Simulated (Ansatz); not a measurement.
Take YN in the rock salt structure (space group Fm-3m, No. 225; a = 4.8957 Å) as the base. Axes: x, y, z lie along the cube axes.

One thing is altered: biaxial strain −2.50 %, plane normal [001], relaxed out of plane (Cartesian); in-plane vectors clamped, the third vector and the atoms free.

Calculations: Kohn–Sham DFT with the r2SCAN functional, run in Ansatz (a program for electronic structure) with PAW and 500 eV plane waves, scalar-relativistic without spin-orbit coupling.

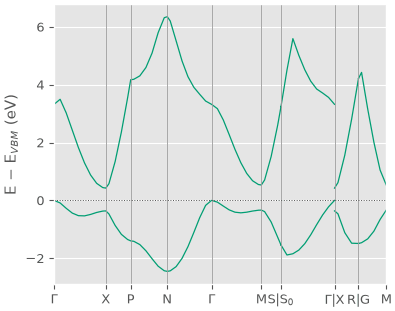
Figure. Highest valence and lowest conduction band along the path of the changed cell's own zone

From the figure, how large is the changed gap, and is it direct?

About 0.4 eV, indirect, Γ → X.

No phonon test of stability was made. k-point labels follow each cell's own Brillouin zone.
